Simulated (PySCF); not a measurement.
# C10H14F4O2Si4: what the fields show

Input

```
{"job": {"xc": "PBE0", "basis": "6-31G*", "kind": "nmr", "pop": true}, "charge": 0, "multiplicity": 1}
C     -3.429470    -3.502545    -1.268842
Si    -2.733196    -1.771033    -1.567817
F     -3.736908    -0.992308    -2.573715
C     -1.033502    -1.734109    -2.297936
C      0.132306    -1.619138    -2.599329
Si     1.926654    -1.230413    -2.829366
C      2.364182    -0.465492    -4.501476
F      2.770860    -2.604193    -2.668813
C      2.293888    -0.149530    -1.370536
C      2.375362     0.556343    -0.392321
Si     2.487597     1.654086     1.095795
C      4.074229     2.666783     1.184938
O      2.273940     0.911378     2.503538
F      1.216021     2.670939     0.892235
C     -2.535075    -0.747700    -0.036518
C     -2.249335    -0.083855     0.932765
Si    -1.799333     0.916391     2.425744
C     -3.115010     0.915894     3.774662
O     -1.377560     2.435842     2.121626
F     -0.461049     0.149202     2.985007
H     -4.422795    -3.454750    -0.829624
H     -2.795173    -4.069804    -0.594506
H     -3.506772    -4.060217    -2.198852
H      3.428106    -0.252263    -4.568947
H      1.828581     0.465679    -4.659313
H      2.110057    -1.136922    -5.317891
H      4.944354     2.022884     1.258098
H      4.193709     3.286726     0.301560
H      4.072172     3.318816     2.053651
H      1.450698     0.499868     2.769447
H     -2.785171     1.482926     4.640378
H     -4.037686     1.362820     3.419642
H     -3.340041    -0.094544     4.102340
H     -0.598089     2.681827     1.621911
```

Command:

```sh
OMP_NUM_THREADS=1 python ens_run.py task.json out
```

Geometry: GFN2-xTB.

Theory: PySCF, PBE0/6-31G*, SCF density, gas phase, non-relativistic.

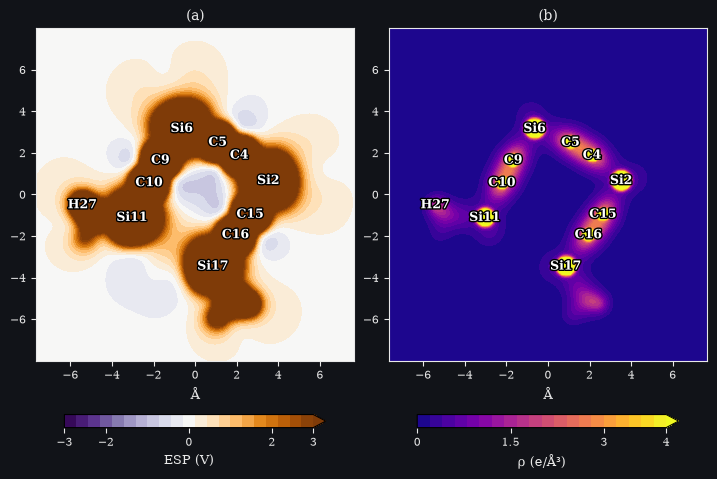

Figure 1. (a) electrostatic potential; (b) total electron density on the plane of atoms C4, Si2 and C15.

Question: Read the bonding off the picture.

Answer:
- The section cuts through Si, C and H sites.
- C–C (1.21 Å): ρ is about 2.8 e/Å³ halfway.
- C–Si (1.85 Å): ρ at the midpoint is about 0.97 e/Å³.
- Outside the dense part of the molecule the potential is most negative (−0.8 V) near C4 and C5.

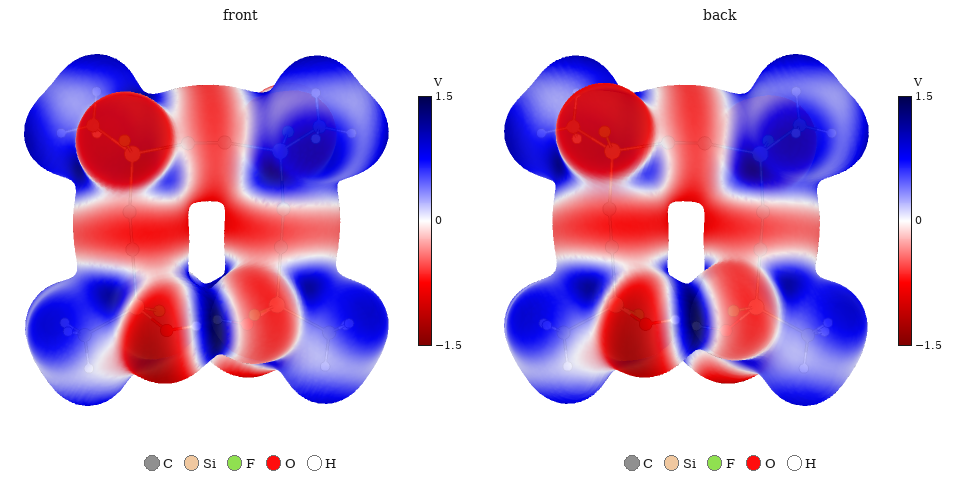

Figure 2. The molecular electrostatic potential painted on the density surface at 0.002 e/bohr³, seen from the front and from behind; the colour scale runs from red (negative) to blue (positive).

Question: Describe the electrostatic potential map.

Answer: The most negative region (about −1.3 V, or −30 kcal/mol for a unit charge) lies over O13 and O19, the most positive (about +1.4 V, or +32 kcal/mol for a unit charge) over Si11, Si17, H30 and H34.

Question: How polar is the molecule by this calculation?

Answer: Its dipole moment is 0.40 D.
